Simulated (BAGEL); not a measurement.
**A workflow on CH6GeSi (SMILES [CH2]1[SiH2][GeH2]1)**

We compute a single-point energy (HF/cc-pVDZ), then a single-point energy (NEVPT2(2,2)/cc-pVDZ), then a single-point energy (CASPT2(2,2)/cc-pVDZ) of CH6GeSi. 

The results are computed with BAGEL 1.2.2.

**1. The structure to begin with**

CH6GeSi has 9 atoms, charge 0, and is taken as a singlet. SMILES: `[CH2]1[SiH2][GeH2]1`. One bond was lengthened or shortened from a relaxed shape.

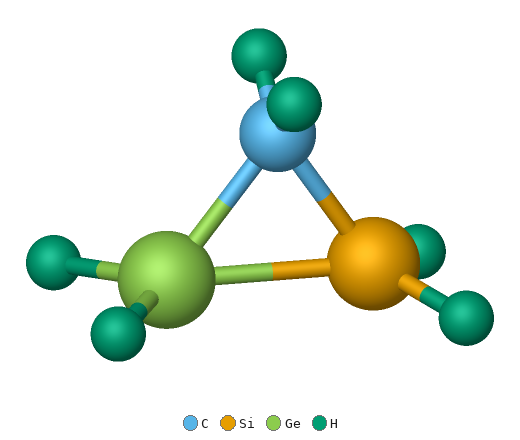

The structure, seen from a chosen angle (carbon blue, silicon amber, germanium green, hydrogen teal).

**2. A single-point energy at HF/cc-pVDZ (density fitting with svp-jkfit) (run 1)**

The input, hf.json:

```json
{ "bagel" : [

{
  "title" : "molecule",
  "basis" : "cc-pvdz.json",
  "df_basis" : "svp-jkfit",
  "angstrom" : true,
  "geometry" : [
    { "atom" : "C", "xyz" : [   -0.792717,    0.296516,   -0.646134 ] },
    { "atom" : "Si", "xyz" : [    0.821483,    1.093916,   -0.103834 ] },
    { "atom" : "Ge", "xyz" : [   -0.106717,   -0.733684,    0.933266 ] },
    { "atom" : "H", "xyz" : [   -1.713517,    0.851016,   -0.485334 ] },
    { "atom" : "H", "xyz" : [   -0.803617,   -0.238884,   -1.591934 ] },
    { "atom" : "H", "xyz" : [    0.736083,    2.441716,    0.506466 ] },
    { "atom" : "H", "xyz" : [    1.984383,    0.945816,   -1.010434 ] },
    { "atom" : "H", "xyz" : [    0.399400,   -2.377500,    0.568600 ] },
    { "atom" : "H", "xyz" : [   -0.964417,   -0.609884,    2.192866 ] }
  ]
},
{ "title" : "hf" },
{ "title" : "print", "file" : "orbitals.molden", "orbitals" : true }

]}
```

The basis set cc-pVDZ is read from a file made from the Basis Set Exchange's data (not shown).

Started as:

```console
$ BAGEL_NUM_THREADS=1 BAGEL hf.json > hf.out
```

Standard output:

```text
* using 1 threads per process

  ===============================================================
  ===============================================================

  *** Geometry ***

  { "atom" : "C", "xyz" : [     -1.498018,      0.560334,     -1.221016 ] },
  { "atom" : "Si", "xyz" : [      1.552378,      2.067202,     -0.196218 ] },
  { "atom" : "Ge", "xyz" : [     -0.201666,     -1.386462,      1.763617 ] },
  { "atom" : "H", "xyz" : [     -3.238078,      1.608187,     -0.917148 ] },
  { "atom" : "H", "xyz" : [     -1.518616,     -0.451425,     -3.008319 ] },
  { "atom" : "H", "xyz" : [      1.390995,      4.614175,      0.957082 ] },
  { "atom" : "H", "xyz" : [      3.749940,      1.787333,     -1.909444 ] },
  { "atom" : "H", "xyz" : [      0.754757,     -4.492824,      1.074498 ] },
  { "atom" : "H", "xyz" : [     -1.822484,     -1.152514,      4.143916 ] },

  Number of auxiliary basis functions:      577

  Since a DF basis is specified, we compute 2- and 3-index integrals:
    o Being stored without compression. Storage requirement is 0.037 GB

  Number of basis functions:       89
  Number of electrons      :       58

    * METHOD: MOLECULE                             0.40

  *** RHF ***

  === Nuclear Repulsion ===
   253.6750768324

      * DIIS with orbital gradients will be used.

  === RHF iteration (cc-pvdz.json) ===
      0      -2405.41247688          0.01319758           0.11
      1      -2405.52018018          0.00775219           0.11
      2      -2405.55524871          0.00136314           0.11
      3      -2405.55706367          0.00021378           0.11
      4      -2405.55710288          0.00005455           0.11
      5      -2405.55710665          0.00001482           0.11
      6      -2405.55710690          0.00000349           0.11
      7      -2405.55710691          0.00000093           0.11
      8      -2405.55710691          0.00000034           0.11
      9      -2405.55710691          0.00000008           0.11
     10      -2405.55710691          0.00000003           0.11
     11      -2405.55710691          0.00000001           0.11
    * SCF iteration converged.

    * Permanent dipole moment:
           (    0.077290,    -0.228417,     0.084610) a.u.

    * METHOD: HF                                   1.57

    * METHOD: PRINT                                0.02

  ===============================================================
```

Wall time 2.1 s (1 thread of Arm Neoverse V1, shared host); peak memory 0.15 GiB.

**3. A single-point energy at NEVPT2(2,2)/cc-pVDZ (density fitting with svp-jkfit) (run 2)**

The input, input.json:

```json
{ "bagel": [

{
  "title": "molecule",
  "basis": "cc-pvdz.json",
  "df_basis": "svp-jkfit",
  "angstrom": true,
  "geometry": [
    { "atom": "C", "xyz": [      -0.792717,       0.296516,      -0.646134 ] },
    { "atom": "Si", "xyz": [       0.821483,       1.093916,      -0.103834 ] },
    { "atom": "Ge", "xyz": [      -0.106717,      -0.733684,       0.933266 ] },
    { "atom": "H", "xyz": [      -1.713517,       0.851016,      -0.485334 ] },
    { "atom": "H", "xyz": [      -0.803617,      -0.238884,      -1.591934 ] },
    { "atom": "H", "xyz": [       0.736083,       2.441716,       0.506466 ] },
    { "atom": "H", "xyz": [       1.984383,       0.945816,      -1.010434 ] },
    { "atom": "H", "xyz": [       0.399400,      -2.377500,       0.568600 ] },
    { "atom": "H", "xyz": [      -0.964417,      -0.609884,       2.192866 ] }
  ]
},

{ "title": "hf" },

{ "title": "casscf", "nstate": 1, "nact": 2, "nclosed": 28, "active": [27, 31], "maxiter": 200, "natocc": true },

{ "title": "nevpt2", "nstate": 1, "nact": 2, "nclosed": 28, "active": [27, 31], "maxiter": 200, "natocc": true, "ncore": 15 },

{ "title": "print", "file": "orbitals.molden", "orbitals": true }

]}
```

The basis set cc-pVDZ is read from a file made from the Basis Set Exchange's data (not shown).

Started as:

```console
$ BAGEL_NUM_THREADS=1 BAGEL input.json > input.out
```

Standard output:

```text
* using 1 threads per process

  ===============================================================
  ===============================================================

  *** Geometry ***

  { "atom" : "C", "xyz" : [     -1.498018,      0.560334,     -1.221016 ] },
  { "atom" : "Si", "xyz" : [      1.552378,      2.067202,     -0.196218 ] },
  { "atom" : "Ge", "xyz" : [     -0.201666,     -1.386462,      1.763617 ] },
[... 5 lines of this table left out ...]
  { "atom" : "H", "xyz" : [     -1.822484,     -1.152514,      4.143916 ] },

  Number of auxiliary basis functions:      577

  Since a DF basis is specified, we compute 2- and 3-index integrals:
    o Being stored without compression. Storage requirement is 0.037 GB

  Number of basis functions:       89
  Number of electrons      :       58

    * METHOD: MOLECULE                             0.40

  *** RHF ***

  === Nuclear Repulsion ===
   253.6750768324

      * DIIS with orbital gradients will be used.

  === RHF iteration (cc-pvdz.json) ===
      0      -2405.41247688          0.01319758           0.11
      1      -2405.52018018          0.00775219           0.11
      2      -2405.55524871          0.00136314           0.11
[... 8 lines of this table left out ...]
     11      -2405.55710691          0.00000001           0.11
    * SCF iteration converged.

    * Permanent dipole moment:
           (    0.077290,    -0.228417,     0.084610) a.u.

    * METHOD: HF                                   1.61

  ---------------------------
      CASSCF calculation
  ---------------------------

    ==== Active orbitals : =====
         Orbital 27
         Orbital 31
    ============================

    * nstate   :      1
    * nclosed  :     28
    * nact     :      2
    * nvirt    :     59
  === CASSCF iteration (cc-pvdz.json) ===

    * Using the second-order algorithm

      0  0     -2405.55759329     1.03e-04      0.03

      1  0     -2405.56044378     4.36e-04      0.54
[... 19 lines of this table left out ...]
     11  0     -2405.57554168     4.29e-09      0.51

    * Second-order optimization converged. *

     guess   0:   closed 1.                   open ..

  === FCI iteration ===

      0  0     -2405.55673064     6.74e-02      0.00
      1  0     -2405.57551536     2.00e-03      0.00
      2  0 *   -2405.57554168     1.48e-16      0.00

     * ci vector, state   0, <S^2> = 0.0000
       2.     0.9904093734
       .2    -0.1381639354

    * METHOD: CASSCF                               6.60

    * freezing 15 orbitals

  === DF-NEVPT2 calculation ===

    * 3-index integral transformation done
    * assembly done

      NEVPT2 correlation energy:   -0.3438901014      0.20

          (+0)     -0.3066260032
          (+0)'    -0.0050409156
          (+1)     -0.0072286783
          (+1)'    -0.0000000000
          (+2)     -0.0002776513
          (-1)     -0.0171108098
          (-1)'     0.0000000000
          (-2)     -0.0076060432

      NEVPT2 total energy:       -2405.9194317797

    * METHOD: NEVPT2                               0.39

    * METHOD: PRINT                                0.02

  ===============================================================
```

It took 9.3 s on 1 thread of Arm Neoverse V1, shared host; peak memory 0.15 GiB.

**4. The energy at CASPT2(2,2)/cc-pVDZ (density fitting with svp-jkfit) (run 3)**

The input, calc.json:

```json
{ "bagel": [

{
  "title": "molecule",
  "basis": "cc-pvdz.json",
  "df_basis": "svp-jkfit",
  "angstrom": true,
  "geometry": [
    { "atom": "C", "xyz": [      -0.792717,       0.296516,      -0.646134 ] },
    { "atom": "Si", "xyz": [       0.821483,       1.093916,      -0.103834 ] },
    { "atom": "Ge", "xyz": [      -0.106717,      -0.733684,       0.933266 ] },
    { "atom": "H", "xyz": [      -1.713517,       0.851016,      -0.485334 ] },
    { "atom": "H", "xyz": [      -0.803617,      -0.238884,      -1.591934 ] },
    { "atom": "H", "xyz": [       0.736083,       2.441716,       0.506466 ] },
    { "atom": "H", "xyz": [       1.984383,       0.945816,      -1.010434 ] },
    { "atom": "H", "xyz": [       0.399400,      -2.377500,       0.568600 ] },
    { "atom": "H", "xyz": [      -0.964417,      -0.609884,       2.192866 ] }
  ]
},

{ "title": "hf" },

{ "title": "casscf", "nstate": 1, "nact": 2, "nclosed": 28, "nspin": 0, "active": [27, 31], "maxiter": 200, "natocc": true },

{ "title": "print", "file": "orbitals.molden", "orbitals": true },

{ "title": "smith", "method": "caspt2", "ms": true, "xms": true, "sssr": true, "shift": 0.2, "shift_imag": true, "ncore": 15 }

]}
```

The basis set cc-pVDZ is read from a file made from the Basis Set Exchange's data (not shown).

Started as:

```console
$ BAGEL_NUM_THREADS=1 BAGEL calc.json > calc.out
```

Standard output:

```text
* using 1 threads per process

  ===============================================================
  ===============================================================

  *** Geometry ***

  { "atom" : "C", "xyz" : [     -1.498018,      0.560334,     -1.221016 ] },
  { "atom" : "Si", "xyz" : [      1.552378,      2.067202,     -0.196218 ] },
  { "atom" : "Ge", "xyz" : [     -0.201666,     -1.386462,      1.763617 ] },
[... 5 lines of this table left out ...]
  { "atom" : "H", "xyz" : [     -1.822484,     -1.152514,      4.143916 ] },

  Number of auxiliary basis functions:      577

  Since a DF basis is specified, we compute 2- and 3-index integrals:
    o Being stored without compression. Storage requirement is 0.037 GB

  Number of basis functions:       89
  Number of electrons      :       58

    * METHOD: MOLECULE                             0.40

  *** RHF ***

  === Nuclear Repulsion ===
   253.6750768324

      * DIIS with orbital gradients will be used.

[... 6 lines left out ...]
    * SCF iteration converged.
[... 1 line left out ...]
    * Permanent dipole moment:
[... 27 lines left out ...]
    * Second-order optimization converged. *
[... 9 lines left out ...]
     * ci vector, state   0, <S^2> = 0.0000
[... 16 lines left out ...]
    * Zeroth order energy : state  0       -0.8854412241
[... 3 lines left out ...]
      -------------------------------------------  CASPT2 iteration  ---------------------------------------------------
       #      aibj      arbs      arbi      airj      risj      airs      arst      rist         Etot      error   time
      ------------------------------------------------------------------------------------------------------------------

       0  -0.30522  -0.00917  -0.01754  -0.00801  -0.00042  -0.00438  -0.00000  -0.00000   -0.3447285  0.0009995   0.10
       1  -0.30545  -0.00922  -0.01761  -0.00825  -0.00046  -0.00450   0.00000  -0.00000   -0.3454872  0.0002024   0.09
       2  -0.30547  -0.00921  -0.01762  -0.00826  -0.00046  -0.00450  -0.00000  -0.00000   -0.3455175  0.0000511   0.09
       3  -0.30546  -0.00921  -0.01762  -0.00825  -0.00046  -0.00450  -0.00000  -0.00000   -0.3455191  0.0000121   0.09
       4  -0.30546  -0.00921  -0.01762  -0.00826  -0.00046  -0.00450   0.00000  -0.00000   -0.3455192  0.0000027   0.09
       5  -0.30546  -0.00921  -0.01762  -0.00825  -0.00046  -0.00450  -0.00000   0.00000   -0.3455192  0.0000006   0.10

      ------------------------------------------------------------------------------------------------------------------

    * CASPT2 energy : state  0    -2405.9240304923
        w/o shift correction      -2405.9210609012
        reference weight              0.8704702471

    * METHOD: SMITH                                0.88

  ===============================================================
```

It took 9.9 s on 1 thread of Arm Neoverse V1, shared host; peak memory 0.22 GiB.

**5. Results**

```
                                quantity           value
         run 1, HF/cc-pVDZ: total energy  -2405.55711 Eh
        run 1, HF/cc-pVDZ: dipole moment          0.65 D
          run 1, HF/cc-pVDZ: HOMO energy        -8.79 eV
          run 1, HF/cc-pVDZ: LUMO energy         2.84 eV
        run 1, HF/cc-pVDZ: HOMO–LUMO gap        11.62 eV
run 2, NEVPT2(2,2)/cc-pVDZ: total energy  -2405.91943 Eh
run 3, CASPT2(2,2)/cc-pVDZ: total energy  -2405.92403 Eh
```
